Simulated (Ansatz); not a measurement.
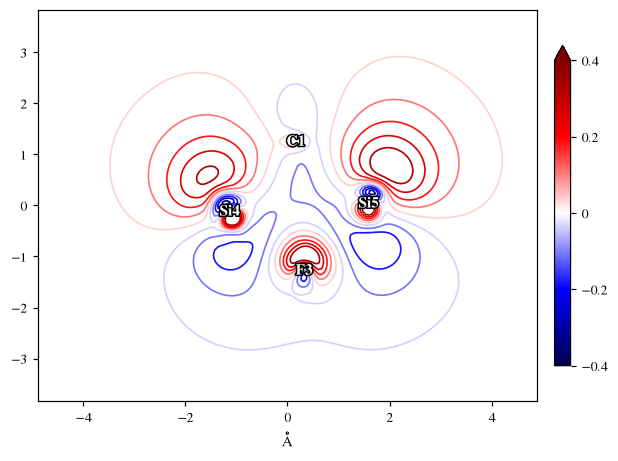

C₂H₈FSi₂ (charge +1). The LUMO on the plane of atoms Si4, C1 and Si5 (values in Å⁻³ᐟ²; the overall sign is arbitrary).

Geometry: B3LYP-D3(BJ)/def2-SVP.

Theory: isolated molecule in a Gaussian basis; Kohn-Sham density functional theory, functional PBE0 in Ansatz 0.2.0.

```xyz
13

C     0.0976    1.3990   -1.1010
C    -2.0008    1.0244    1.3243
F     0.9388    0.8414    1.2182
Si   -0.6186    0.3738    0.3052
Si    1.6538    1.8129   -0.1447
H     0.2855    0.8174   -2.0175
H    -0.5105    2.2821   -1.3536
H    -0.4568   -1.0866    0.1840
H    -1.9261    2.1133    1.4675
H    -2.9562    0.8076    0.8145
H    -2.0267    0.5275    2.3077
H     2.8960    1.0919   -0.4719
H     1.7905    3.1630    0.4295
```

> Describe this orbital and give its energy.

By Hirshfeld shares it lies mainly on Si5 (about 40 %), Si4 (about 30 %), F3 (about 5 %) and C1 (about 5 %). Its energy is −6.26 eV.
